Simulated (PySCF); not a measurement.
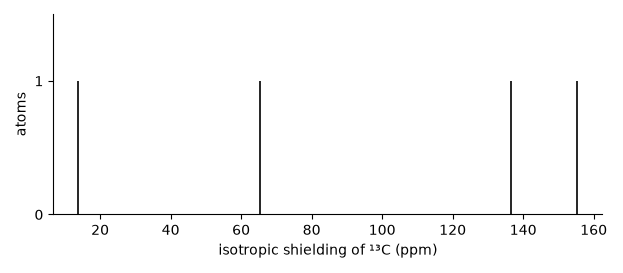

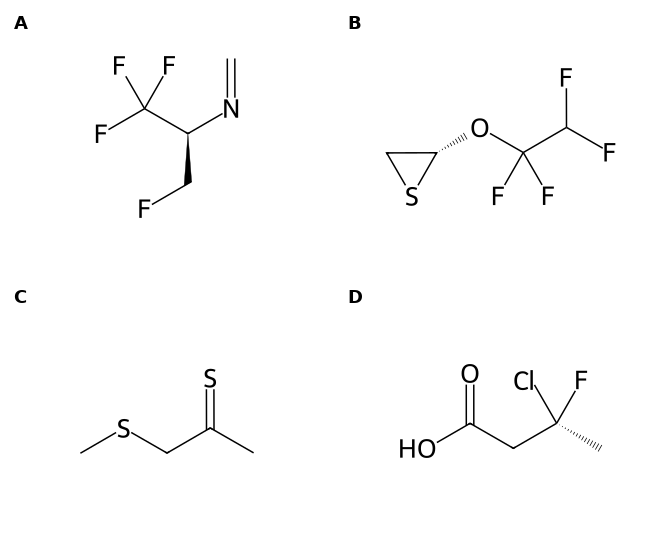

The sticks are computed shieldings of one of the molecules, for one fixed geometry (GFN2-xTB) without averaging over rotations. Low shielding means a high chemical shift. Method: GIAO PBE0/pcSseg-1 NMR shielding, non-relativistic, gas phase (PySCF 2.14.0).

### Which molecule gives this pattern?

D, `C[C@@](F)(Cl)CC(=O)O`. Its 4 C atoms give lines at 13.8, 65.5, 136.5, 155.4 ppm.
